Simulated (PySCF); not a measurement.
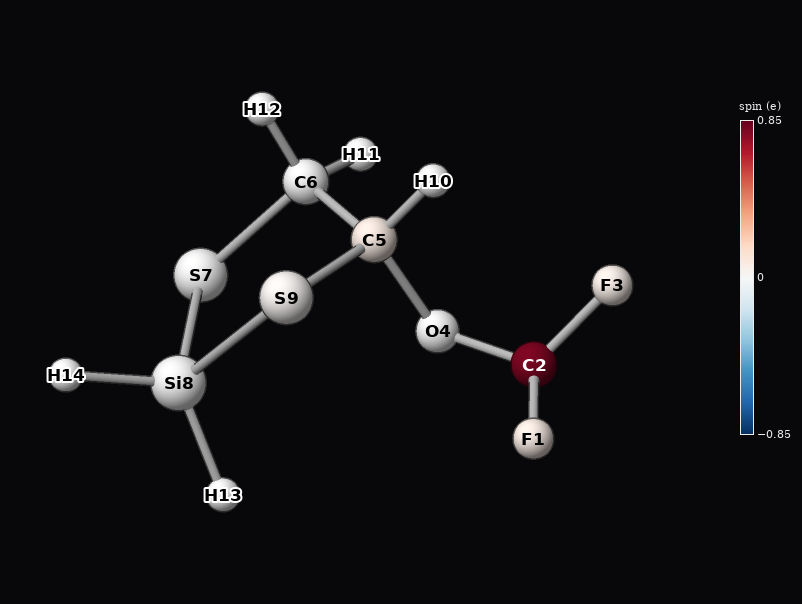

Atoms are coloured by their Mulliken spin populations. The species is neutral and a spin doublet. Computed geometry: GFN2-xTB optimisation. No frequency run is at hand to confirm it as a minimum. Method: UKS B3LYP, pcH-1 on C F H O S Si, non-relativistic (PySCF 2.14.0).

List the Mulliken spin populations.

```tsv
atom	value (e)
F1	0.06
C2	0.80
F3	0.05
O4	0.00
C5	0.07
C6	0.00
S7	0.00
Si8	0.00
S9	0.02
H10	0.00
H11	0.00
H12	0.00
H13	0.00
H14	0.00
```

Mulliken values depend strongly on the basis set. The geometry is semi-empirical. Around Si such bond lengths and angles can be off by a tenth of an ångström or more and by several degrees, and values that hang on the shape move with them.
